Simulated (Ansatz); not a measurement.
## Response to strain in HgSe

Base system: HgSe in the zinc blende structure (space group F-43m, No. 216).

```
CELL_PARAMETERS angstrom
      0.00000     3.12999     3.12999
      3.12999     0.00000     3.12999
      3.12999     3.12999     0.00000
ATOMIC_POSITIONS crystal
  Hg 0.00000 0.00000 0.00000
  Se 0.75000 0.75000 0.75000
```

Strains are applied to the cell and any free atomic positions relax.

Level of theory: PBE (Ansatz, an electronic-structure program, PAW, no spin-orbit coupling).

Notes on the quantities. energy relative to the base: free energy F.

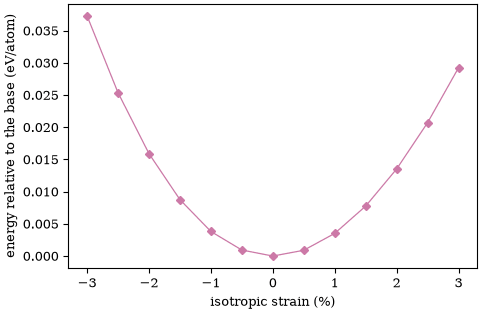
Energy relative to the base against isotropic strain

Question: From the plot, what is the energy relative to the base for isotropic strain +2.00 %?

Answer: About 0.014 eV/atom.

Question: Is the trend monotonic over the range shown?

Answer: No, it turns within the range, spanning 0 meV/atom to +37 meV/atom.

Stability against distortions was not tested. All final runs are without spin polarisation.
